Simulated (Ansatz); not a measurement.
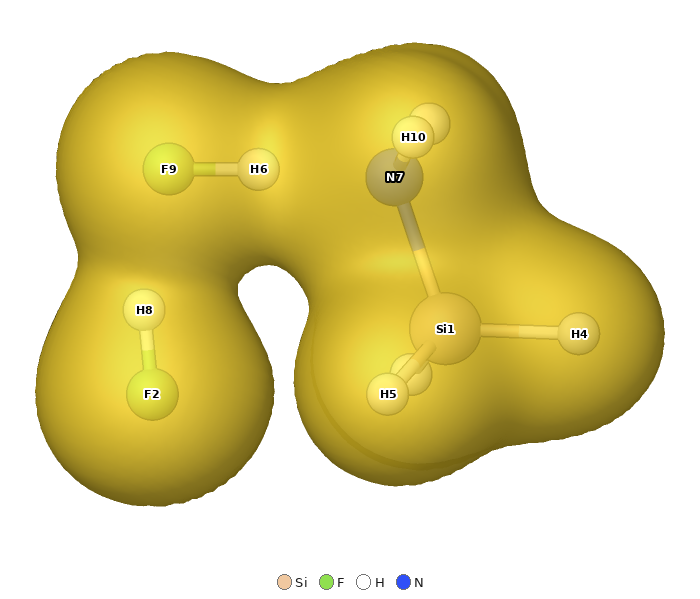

The picture shows: H5NSi···HF···HF. Isosurface of the electron density at 0.05 e/Å³ (yellow), seen across its widest extent.

The product side of a reaction path; geometry: PBE0-D4/def2-TZVP.

These are results of Ansatz, RKS PBE0-D4/def2-TZVPP, not measurements.

Input file:

```
crystal:
  periodic: [false, false, false]
  atoms:
    - {symbol: Si, position_ang: [-1.059214, -0.772217, -0.250519]}
    - {symbol: F, position_ang: [1.406997, 0.562387, -2.102849]}
    - {symbol: H, position_ang: [-0.088361, -1.732654, -0.812486]}
    - {symbol: H, position_ang: [-2.263672, -1.500570, 0.232244]}
    - {symbol: H, position_ang: [-1.462248, 0.279358, -1.205698]}
    - {symbol: H, position_ang: [0.992895, 0.795166, 0.638412]}
    - {symbol: N, position_ang: [-0.248035, 0.046250, 1.103280]}
    - {symbol: H, position_ang: [1.683468, 0.904556, -1.267770]}
    - {symbol: F, position_ang: [1.796707, 1.270100, 0.283957]}
    - {symbol: H, position_ang: [-0.831420, 0.740326, 1.558507]}
    - {symbol: H, position_ang: [0.072783, -0.592900, 1.822920]}
basis:
  gaussian: {orbitals: def2-TZVPP}
hamiltonian: {xc: pbe0, dispersion: d4}
output: {orbitals: {seedname: orbitals}}
```

Command:

```sh
ansatz run in.yaml --threads 4 --pin off --events-out ev --progress --plain --max-ram 9574MiB
```

### How is the density connected at this value?

At this value the surface is in one piece. It bridges the sampled N···H (1.52 Å), Si–N (1.78 Å), F–H (0.94 Å) and N–H (1.01 Å) contacts, where the density stays above the isovalue. On the grid the lowest density along these lines, outside the cores, is 0.57 e/Å³ (N···H, 1.52 Å), 0.85 e/Å³ (Si–N, 1.78 Å), 2.3 e/Å³ (F–H, 0.94 Å) and 2.3 e/Å³ (N–H, 1.01 Å).
